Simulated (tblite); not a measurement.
Frequency calculation, with input and output: CH9AsSSi2

- system: CH9AsSSi2
- method: GFN2-xTB harmonic vibrations, gas phase (tblite 0.8.0)

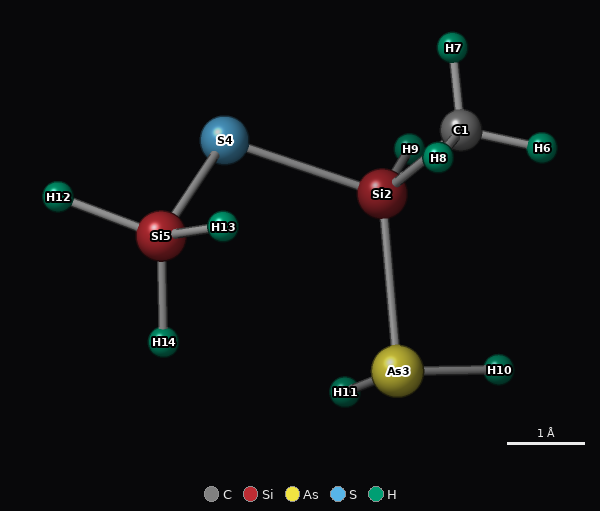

*The input geometry (ball-and-stick view, seen at a tilt; atoms are numbered from 1 in the order of the input).*

## Input
```
{"job": {"kind": "ir", "xc": "GFN2-xTB", "basis": "xTB"}, "charge": 0, "multiplicity": 1}
C     -1.547525    -1.335154     0.524826
Si    -0.868184     0.272515    -0.241995
As    -0.415809     1.764985     1.502082
S      0.903477    -0.223993    -1.415030
Si     2.458461    -0.304301     0.038791
H     -2.498804    -1.146169     1.016319
H     -1.702937    -2.106003    -0.223356
H     -0.861614    -1.731711     1.271782
H     -1.763746     0.714600    -1.318312
H     -1.862940     2.152334     1.564462
H     -0.159958     2.898073     0.557001
H      3.623449    -0.707031    -0.727309
H      2.095821    -1.275221     1.070910
H      2.599630     1.026602     0.637688
```

The first line tells a small driver script what to run in tblite; the rest is the geometry in Å.

Run as:
```bash
OMP_NUM_THREADS=1 python <driver script> task.json out
```

## What the program printed
```
mode    cm-1     km/mol
  1      16.2      3.52
  2      71.8      1.66
  3      92.7      0.40
  4     103.6      0.21
  5     115.5      2.26
  6     124.3      0.41
  7     131.5      3.27
  8     185.3      9.38
  9     333.7     14.00
 10     460.4     29.95
 11     513.0     85.06
 12     531.1     50.15
 13     558.3     54.44
 14     574.6    101.78
 15     633.7     86.41
 16     640.4     26.95
 17     661.9    124.54
 18     734.7     66.02
 19     756.1    157.28
 20     770.5    424.98
 21     786.5    123.26
 22     812.1    175.52
 23     814.4    172.34
 24    1006.0    153.69
 25    1358.7     18.52
 26    1471.5      0.21
 27    1474.8      1.82
 28    1931.7    705.50
 29    1943.6    496.94
 30    2198.4    233.90
 31    2213.6    277.63
 32    2256.3    212.74
 33    2368.2    218.34
 34    3004.6     24.23
 35    3022.3     22.55
 36    3045.9     12.46
```

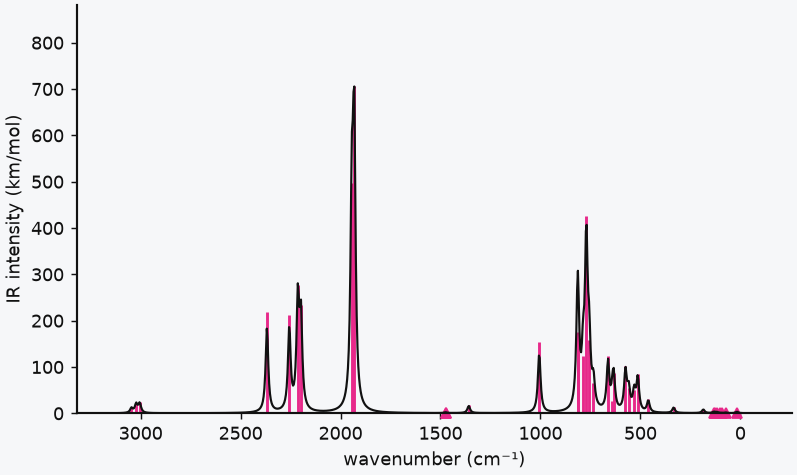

*Harmonic infrared spectrum, unscaled: sticks (degenerate modes added up, dark ones marked on the axis) with a Lorentzian envelope of 16 cm⁻¹ full width, scaled to the tallest stick.*

36 modes from 16 to 3046 cm⁻¹, none imaginary. The strongest line is at 1932 cm⁻¹ (706 km/mol).

## Summary

```json
{"quantity": "outcome", "value": "converged"}
{"quantity": "total energy", "value": "−431.3788 eV"}
{"quantity": "zero-point energy", "value": "53.9210 kcal/mol"}
{"quantity": "hardware", "value": "1 CPU thread, shared host"}
{"quantity": "wall time", "value": "0.55 s"}
{"quantity": "peak memory", "value": "0.18 GiB"}
```
